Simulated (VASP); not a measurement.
Band structure of Ru (relaxed from the simple-cubic structure, space group Pm-3m). Level of theory: r2SCAN meta-GGA, VASP's PBE PAW potentials (set 64) (plane waves; VASP).

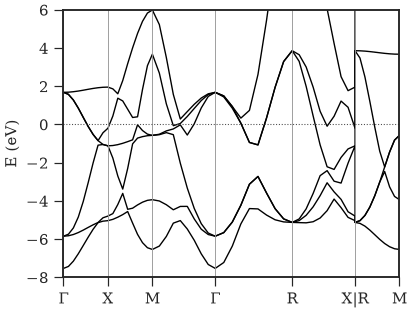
Figure. Bands along high-symmetry lines, zero at the valence-band maximum or, without a gap, the Fermi level

Task: Read the plot: is there a gap, and where are the band edges?

Result: It has no gap at this level: it comes out as a metal or semimetal.

The structure was generated: Ru was put into the simple-cubic type (Pm-3m), which need not be its known phase. It was relaxed first.
